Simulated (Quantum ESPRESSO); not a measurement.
# CaMn2As2: where do free moments turn?, part 2 of 2

Aim: see whether a non-collinear arrangement of the moments of CaMn2As2 lies under the collinear ones.

Quantum ESPRESSO 7.5; LDA; plane waves with GBRV 1.5 LDA potentials, no spin-orbit coupling.

So far, absolute magnetization (μB): step 2 (start 1: collinear parallel) 5.28; step 3 (start 2: two sublattices 60 degrees apart) 5.28.

## Step 4: Start 3: collinear alternating (continued)

Spin moment in the atom's sphere by atom:

| atom | x (μB) | y (μB) | z (μB) | size |
| --- | --- | --- | --- | --- |
| Ca1 | 0.00 | 0.00 | 0.00 | 0.00 |
| Mn2 | 0.00 | 0.00 | 2.95 | 2.95 |
| Mn3 | 0.00 | 0.00 | -2.95 | 2.95 |
| As4 | 0.00 | 0.00 | -0.01 | 0.01 |
| As5 | 0.00 | 0.00 | 0.01 | 0.01 |

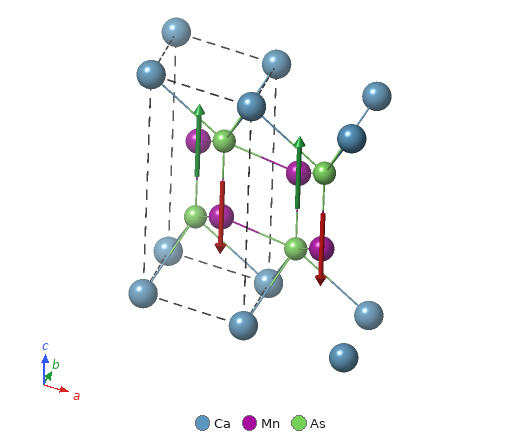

Spin moment in the atom's sphere as arrows, the longest 2.95 μB. The two directions have two colours. Bonds to atoms that aren't drawn are left out. 2×1×1 cells are drawn. Some periodic images of atoms are drawn too.

Numbers from this step:

| Item | Value |
| --- | --- |
| smearing term TS | 0.09992 eV |
| magnetization | 0, 0, 0 μB |
| absolute magnetization | 6.745 μB |
| final state | antiferromagnetic |

## Step 5: Start 4: random 1

pw.in

```
&CONTROL
  calculation = 'scf'
  prefix = 'pwscf'
  outdir = './tmp'
  pseudo_dir = './pseudo'
  disk_io = 'nowf'
/
&SYSTEM
  ibrav = 0
  nat = 5
  ntyp = 4
  ecutwfc = 34
  ecutrho = 238
  nbnd = 68
  occupations = 'smearing'
  smearing = 'fd'
  degauss = 0.00734986
  noncolin = .true.
  starting_magnetization(1) = 0
  starting_magnetization(2) = 0.2334
  angle1(2) = 39.2
  angle2(2) = 32.005
  starting_magnetization(3) = 0.2333
  angle1(3) = 92.522
  angle2(3) = -143.302
  starting_magnetization(4) = 0
  nosym = .true.
/
&ELECTRONS
  conv_thr = 1d-08
  electron_maxstep = 150
  mixing_beta = 0.3
/
ATOMIC_SPECIES
Ca     40.0780 ca_lda_v1.uspp.F.UPF
Mn1    54.9380 mn_lda_v1.5.uspp.F.UPF
Mn2    54.9380 mn_lda_v1.5.uspp.F.UPF
As     74.9216 as_lda_v1.uspp.F.UPF
CELL_PARAMETERS angstrom
   4.0003377127    0.0000000000    0.0000000000
  -2.0001688564    3.4643940829    0.0000000000
   0.0000000000    0.0000000000    6.9955350000
ATOMIC_POSITIONS crystal
Ca      0.0000000000    0.0000000000    0.0000000000
Mn1     0.3333333300    0.6666666700    0.6158690000
Mn2     0.6666666700    0.3333333300    0.3841310000
As      0.6666666700    0.3333333300    0.7290990000
As      0.3333333300    0.6666666700    0.2709010000
K_POINTS automatic
5 5 3 0 0 0
```

Run with:

```bash
> OMP_NUM_THREADS=1 mpirun -n 4 pw.x -nk 4 -in pw.in > pw.out
```

What it wrote:

```text
     [... lines left out ...]
Program PWSCF v.7.5 starts
     [... lines left out ...]
     number of atoms/cell      =            5
     [... lines left out ...]
     number of electrons       =        50.00
     number of Kohn-Sham states=           68
     kinetic-energy cutoff     =      34.0000  Ry
     charge density cutoff     =     238.0000  Ry
     scf convergence threshold =      1.0E-08
     [... lines left out ...]
     Noncollinear calculation without spin-orbit
     [... lines left out ...]
     No symmetry found
     [... lines left out ...]
     number of k points=    75  Fermi-Dirac smearing, width (Ry)=  0.0073
     [... lines left out ...]
     iteration # 23     ecut=    34.00 Ry     beta= 0.30
     [... lines left out ...]
     atom number    1 relative position :    0.0000   0.0000   0.0000
     [... lines left out ...]
     magnetization :          0.000002    0.000002   -0.000006
     [... lines left out ...]
     atom number    2 relative position :   -0.0000   0.5774   1.0770
     [... lines left out ...]
     magnetization :          2.161549    1.506930    1.322771
     [... lines left out ...]
     atom number    3 relative position :    0.5000   0.2887   0.6717
     [... lines left out ...]
     magnetization :         -2.161250   -1.506617   -1.323586
     [... lines left out ...]
     atom number    4 relative position :    0.5000   0.2887   1.2750
     [... lines left out ...]
     magnetization :         -0.007015   -0.004891   -0.004291
     [... lines left out ...]
     atom number    5 relative position :   -0.0000   0.5774   0.4737
     [... lines left out ...]
     magnetization :          0.007014    0.004889    0.004297
     [... lines left out ...]
     the Fermi energy is     9.6545 ev
!    total energy              =    -577.06697504 Ry
     estimated scf accuracy    <          2.5E-09 Ry
     smearing contrib. (-TS)   =      -0.00734260 Ry
     [... lines left out ...]
     total magnetization       =     0.00     0.00    -0.00 Bohr mag/cell
     absolute magnetization    =     6.75 Bohr mag/cell
     convergence has been achieved in  23 iterations
```

The job ended after 4.9 min (4 MPI ranks of Arm Neoverse V1, shared host; peak memory 0.84 GiB; 19 min of CPU time).

Spin moment in the atom's sphere by atom:

| atom | x (μB) | y (μB) | z (μB) | size |
| --- | --- | --- | --- | --- |
| Ca1 | 0.00 | 0.00 | 0.00 | 0.00 |
| Mn2 | 2.16 | 1.51 | 1.32 | 2.95 |
| Mn3 | -2.16 | -1.51 | -1.32 | 2.95 |
| As4 | -0.01 | 0.00 | 0.00 | 0.01 |
| As5 | 0.01 | 0.00 | 0.00 | 0.01 |

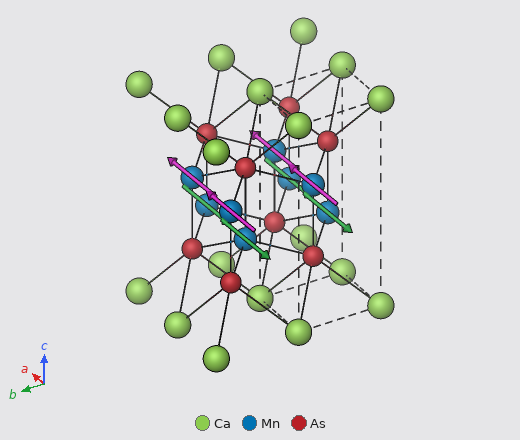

Spin moment in the atom's sphere as arrows, the longest 2.95 μB. The two directions have two colours. Bonds to atoms that aren't drawn are left out. 2×2×1 cells are drawn. Some periodic images of atoms are drawn too.

Numbers from this step:

```yaml
smearing_term_ts: 0.09990 eV
magnetization: 0, 0, -0.001 μB
absolute_magnetization: 6.745 μB
final_state: antiferromagnetic
```

## Step 6: The textures together

Textures, by row:

| start | final state | energy over the lowest (meV a seeded atom) | smallest moment (μB) | largest moment (μB) | net moment (μB a cell) | angles to the first moment (degrees) |
| --- | --- | --- | --- | --- | --- | --- |
| collinear parallel | ferromagnetic | 131.6 | 2.307 | 2.307 | 4.789 | 0 |
| two sublattices 60 degrees apart | ferromagnetic | 131.6 | 2.307 | 2.308 | 4.789 | 0 |
| collinear alternating | antiferromagnetic | 0 | 2.948 | 2.948 | 0 | 180 |
| random 1 | antiferromagnetic | 0 | 2.948 | 2.948 | 0.001048 | 180 |

## Step 7: Results

```
lowest start    : collinear alternating and random 1
its final state : antiferromagnetic
its moments     : 2.95 μB
its net moment  : 0 μB a cell
```

**Reading.** No finished start ends non-collinear. The mesh is coarse, so differences of some ten meV can be noise where moments are itinerant. Without spin–orbit coupling only the angles between moments matter. The cell holds only so many moments, so longer spirals cannot form in it. Energies are free energies at an electronic temperature of 1160 K, which lowers moments and differences where the moments are itinerant. The cutoff lies under the 40 Ry that these files are usually run at.

[Logs and program files are shortened in this print: banners, set-up blocks, solver, clock and traceback lines can be left out without a mark of their own.]

[Logs are printed without paths, hosts, clocks, repeated set-up lines and the standing remarks that a program may print on its own settings, such as how far it seeks lower states.]

[Hosts, paths, dates, database ids (printed as entryN), source tags and the programs' standing remarks are cut or masked in the printed files.]

[Where a cell is said to come from a database of computed structures, the database is the Materials Project.]
